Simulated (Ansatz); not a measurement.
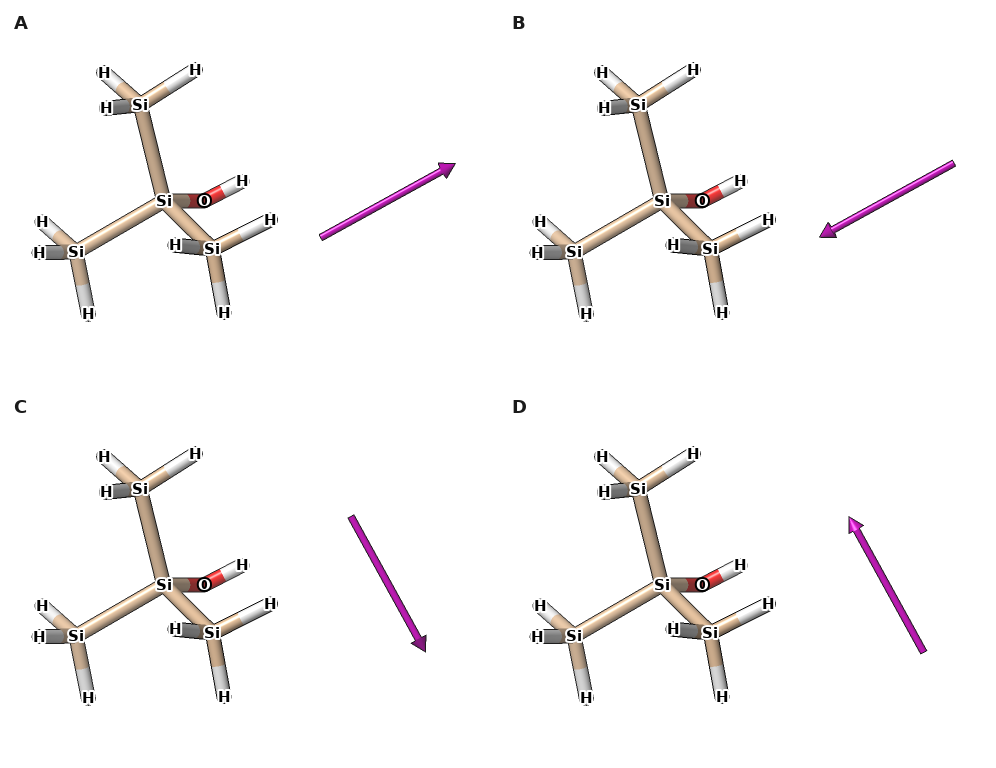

The same molecule four times, each with an arrow. The computed structure is the end point of a PBE0-D4/def2-TZVP optimisation. Level of theory: RKS PBE0-D4/def2-TZVP (Ansatz 0.2.0).

Which arrow points along the dipole moment, from the negative to the positive end?

Answer. A. The dipole moment is 1.10 D.
